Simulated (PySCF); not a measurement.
**C₉H₁₀P (SMILES C=C[P-]c1ccccc1C) (charge −1): density, localisation and related maps**

```xyz
20

C     3.9624    0.7851    0.2017
C     2.7216    0.3313   -0.0252
P     1.2441    1.2782    0.2494
C    -0.0422    0.0485    0.0966
C     0.1454   -1.3400    0.2115
C    -0.9026   -2.2271    0.1078
C    -2.1969   -1.7728   -0.0941
C    -2.4122   -0.4021   -0.1763
C    -1.3757    0.5001   -0.0790
C    -1.6417    1.9712   -0.1616
H     4.1401    1.7470    0.6553
H     4.8394    0.2101   -0.0656
H     2.6090   -0.6395   -0.4990
H     1.1356   -1.7293    0.4047
H    -0.7143   -3.2925    0.1989
H    -3.0249   -2.4673   -0.1734
H    -3.4238   -0.0331   -0.3211
H    -2.6899    2.1783   -0.3832
H    -1.3710    2.4503    0.7803
H    -1.0074    2.4143   -0.9306
```

Geometry: GFN2-xTB.

Level of theory: PBE0/pcSseg-1, SCF density, gas phase, non-relativistic (PySCF 2.14.0).

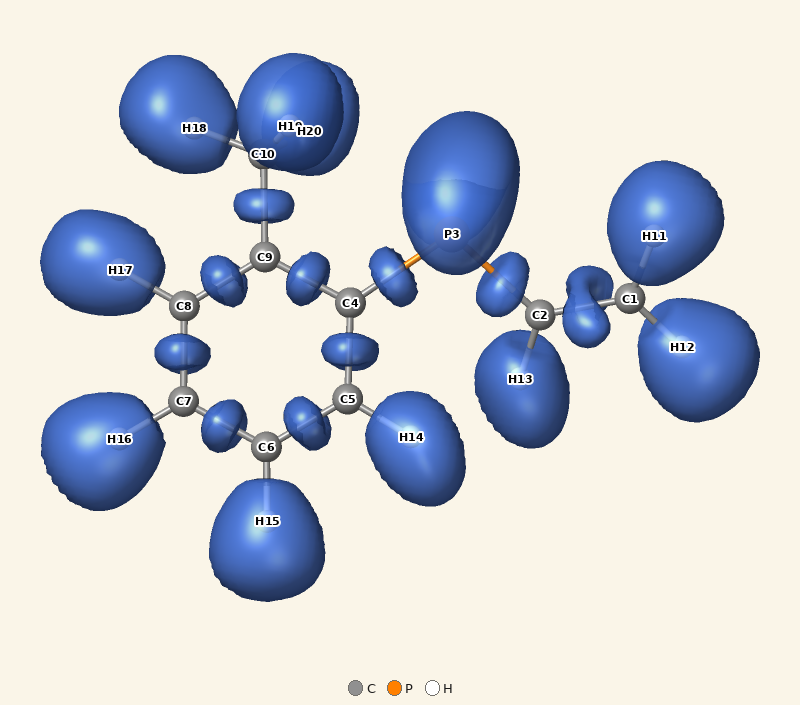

Figure 1. Isosurface of the ELF at 0.8 (blue), seen across its widest extent. Core shells and regions of very low density are left out.

What do the ELF domains correspond to?

Answer. The ELF exceeds this value in eight regions between bonded C–C atoms (shared pairs), two regions between bonded C–P atoms (shared pairs), ten regions around hydrogen nuclei and one lobe on P, pointing away from the bonds (lone pairs). Along the contacts the grid gives the following. C–C (1.34 Å): the ELF peaks at about 0.95 between the atoms: a short, multiple covalent bond. C–P (1.78 Å): the ELF peaks at about 0.95 between the atoms; localised, covalent bonding.

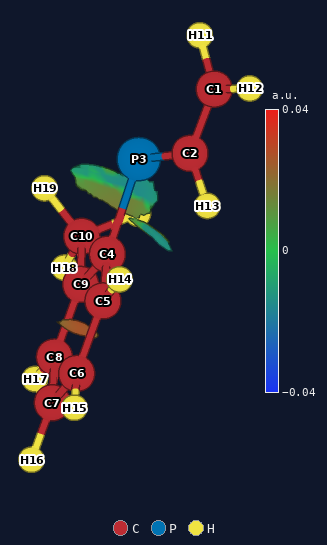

Figure 2. Non-covalent interaction (NCI) plot: the surface where the reduced density gradient is 0.4, for densities under 0.05 a.u., coloured by sign(λ₂)ρ; seen at an oblique angle.

What holds or crowds the atoms apart from the covalent bonds?

Answer. Between P3 on one side and C10 and H20 on the other: a weak contact, attractive (blue-green) on one side and crowded (olive to red) on the other; between H13 and C2 on one side and H14 and C5 on the other: a weak contact, attractive (blue-green) on one side and crowded (olive to red) on the other; inside the ring or cage of C4, C5, C6, C7, C8 and C9: steric crowding (red).

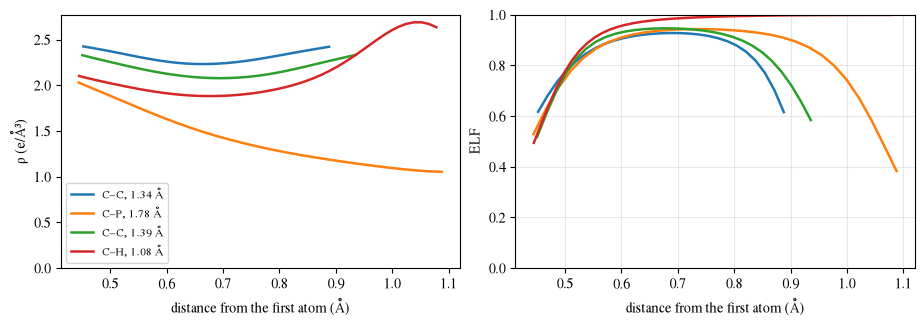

Figure 3. Electron density and ELF along straight lines between neighbouring atoms. The curves leave out the atomic cores.

What can be read from the curves?

Answer. C–C (1.34 Å): ρ at the midpoint is about 2.2 e/Å³; the ELF peaks at about 0.95 between the atoms: a multiple bond.
C–P (1.78 Å): the density is about 1.2 e/Å³ at the midpoint; the ELF peaks at about 0.95 between the atoms (a shared electron pair).
C–C (1.39 Å): ρ is about 2.1 e/Å³ halfway; the ELF peaks at about 0.95 between the atoms; localised, covalent bonding.
C–H (1.08 Å): ρ is about 2 e/Å³ halfway; the ELF climbs to about 1 towards the hydrogen, as it does in any bond to H: a covalent bond by its length.
